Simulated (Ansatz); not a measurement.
Consider MgO in the rock salt structure (space group Fm-3m, No. 225; a = 4.2044 Å). Axes: x, y, z lie along the cube axes.

Modification: biaxial strain −0.50 %, plane normal [001], relaxed out of plane (Cartesian); in-plane vectors clamped, the third vector and the atoms free.

Calculations: r2SCAN/PAW in Ansatz (an electronic-structure program), spin-orbit coupling left out.

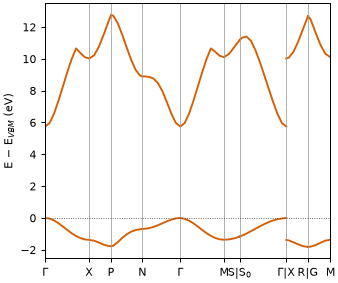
Figure: Highest valence and lowest conduction band along the path of the changed cell's own zone

Question: From the figure, how large is the changed gap, and is it direct?

Answer: About 5.7 eV, direct at Γ.

Whether these cells are dynamically stable was not tested. k-point labels follow each cell's own Brillouin zone.
